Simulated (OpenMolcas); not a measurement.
Exact exchange and the HOMO–LUMO gap of GaBH3ClO

GaBH3ClO: 7 atoms, total charge 0, spin state singlet. As SMILES, `O[B](Cl)[GaH2]`. The coordinates come from a PBE0-D4/def2-TZVP relaxation. This is one conformer, not always the lowest.

The HOMO–LUMO gap y, in eV, basis 6-31G(d); a is the functional's share of exact exchange. Programs: OpenMolcas 26.06.

```
functional     program     a  y (eV)
      BLYP  OpenMolcas     0    3.83
    r2SCAN  OpenMolcas     0    4.45
     B3LYP  OpenMolcas   0.2       ?
      PBE0  OpenMolcas  0.25    5.91
     BHLYP  OpenMolcas   0.5    7.73
```

Q: Fit y = c + s·a to the known rows and predict B3LYP.

A: 
1. Means of the 4 rows: a = 0.1875, y = 5.480.
2. Σ(Δa)² = 0.17188, Σ(Δa·Δy) = 1.2325, so the slope is 1.2325/0.17188 = 7.1707.
3. Intercept: 5.480 − (7.1707) × 0.1875 = 4.135. The largest residual of the fit is 0.31.
4. B3LYP: 4.135 + (7.1707) × 0.2 = 5.57 eV.

The run gave 5.42 eV, so the prediction is off by +0.15 eV, within the largest residual. Exact exchange lowers occupied levels and raises empty ones. The rows mix families of semi-local functionals, which the line can't see.

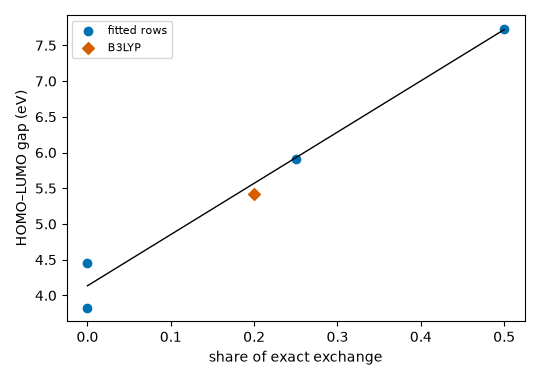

The fitted line, with the withheld row.
